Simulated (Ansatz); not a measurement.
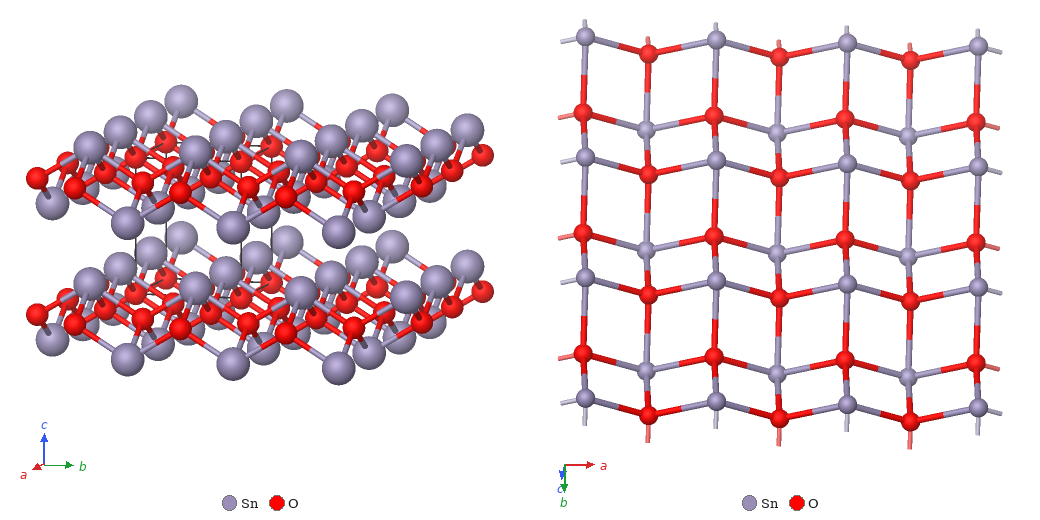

Left: the structure. Right: its underlying net. Nodes are coloured by element. One layer is drawn. Edges to nodes outside the piece are drawn as stubs.

SnO (space group P4/nmm, No. 129): a calculation's input that goes back to an entry of the Crystallography Open Database (an earlier step may have relaxed or displaced it).

Bonds are taken as O–Sn below 2.5 Å. The graph is simplified in the usual way: terminal and isolated atoms are pruned, two-connected atoms become edges.

The result is a uninodal 4-connected, two-periodic (layers) net: Sn and O are 4-connected nodes. It is the sql net, known from the square lattice. The layers lie parallel to (001).

```tsv
node	links	point symbol	coordination sequence
Sn and O	4	4^4.6^2	4 8 12 16 20 24
```
